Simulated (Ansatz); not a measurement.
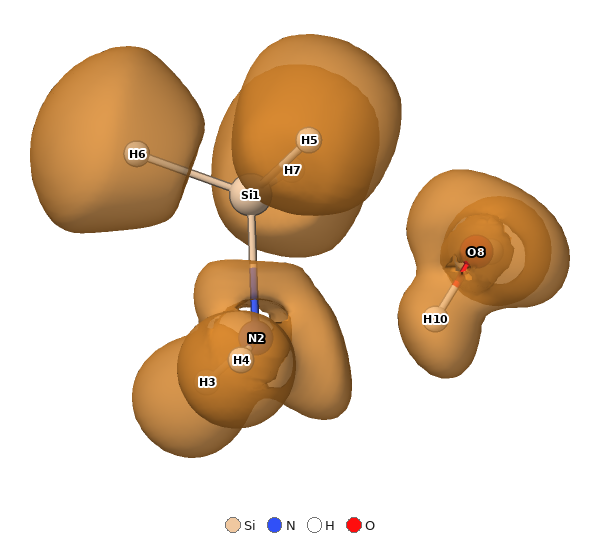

Figure. H₅NSi···H₂O. Isosurface of the ELF at 0.75 (orange), seen at a tilt. Core shells and regions of very low density are left out.

Not at a stationary point (largest force 0.7 eV/Å).

Level of theory: RKS B3LYP-D4/6-31G* in Ansatz 0.2.0.

```yaml
atoms:
  - { symbol: Si, position_ang: [-0.0939, 0.2034, 0.1816] }
  - { symbol: N, position_ang: [-0.0536, 0.0798, 1.9748] }
  - { symbol: H, position_ang: [-0.9587, 0.1654, 2.4304] }
  - { symbol: H, position_ang: [0.5835, 0.7386, 2.4154] }
  - { symbol: H, position_ang: [1.2908, 0.3228, -0.3187] }
  - { symbol: H, position_ang: [-0.8297, 1.4321, -0.2649] }
  - { symbol: H, position_ang: [-0.8557, -0.9408, -0.3754] }
  - { symbol: O, position_ang: [1.3473, -2.2325, 0.7625] }
  - { symbol: H, position_ang: [0.6799, -2.9128, 0.5908] }
  - { symbol: H, position_ang: [1.0628, -1.8452, 1.6265] }
```

Q: Describe the localisation domains.

A: The surface consists of three regions around hydrogen nuclei, one joined region spread over several atoms (H, N), in which their bonds and any lone pairs are merged and one joined region spread over several atoms (H, O), in which their bonds and any lone pairs are merged. Along the contacts the grid gives the following. Si1···O8 (2.89 Å): the ELF dips to about 0.05 between them. Si–N (1.80 Å): the ELF peaks at about 0.90 between the atoms; a shared but strongly polarised pair.
